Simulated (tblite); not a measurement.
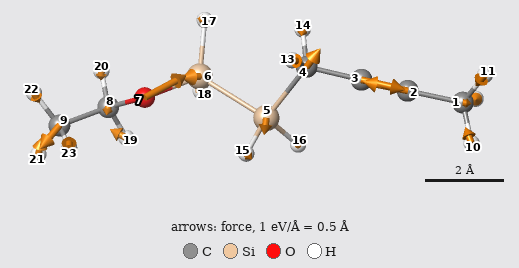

Starting geometry of C6H14OSi2 with the computed forces as orange arrows. The picture is a ball-and-stick view, seen at a tilt.

Method: tblite 0.8.0, GFN2-xTB geometry optimisation, gas phase. 

Is this structure relaxed? If not, where do the atoms go?

It isn't relaxed: the largest force vector, on the O atom, is 2.82 eV/Å. The final displacements have little in common with the starting forces (cosine between the two patterns 0.18). The energy falls by 22.6 kcal/mol in 168 geometry steps. The atom that moves furthest after the best rigid fit is an H atom (1.98 Å). Largest moves by element: H 1.98 Å, O 1.17 Å, C 0.75 Å, Si 0.50 Å. Among the contacts that change: O–Si 1.718 → 1.622 Å, Si–Si 2.231 → 2.295 Å, C–Si 1.865 → 1.914 Å, C–H 1.119 → 1.087 Å. Bond angles that change, for instance: Si–O–C 106.1° → 129.1°, Si–Si–H 105.9° → 117.9°, Si–Si–O 106.6° → 99.3°. Groups turn about C–O by about 105°, Si–Si by about 75°, O–Si by about 40°. The run took 3.3 s on 1 thread of Arm Neoverse N1 (shared host).
